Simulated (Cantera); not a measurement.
A closed system holds: 1 mol Pb, a varied amount of O2, 1.7 mol CO, held at 1127 °C and 28.0 mbar.

These are equilibrium values from Cantera (NASA tables, ideal gas, pure condensed phases), not measurements of a reactor. Candidate condensed phases: C, Pb, PbO, PbO2, Pb3O4; 15 gas species. Gases not in the tables: (PbO)n polymers. Kinetics and transport are ignored.

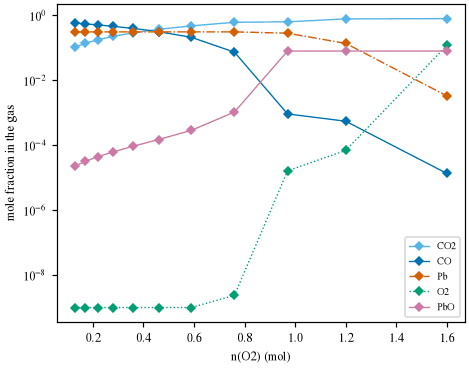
Figure. Equilibrium gas composition (values under 1e-9 drawn at 1e-9)

From 0.13 mol O2 to 0.76 mol O2 the condensed part is Pb(l). From 0.97 mol O2 to 1.6 mol O2 the condensed part is PbO(l). The share of Pb in condensed phases is highest at 1.6 mol O2 (82.3 %) and lowest at 0.97 mol O2 (2.9 %).
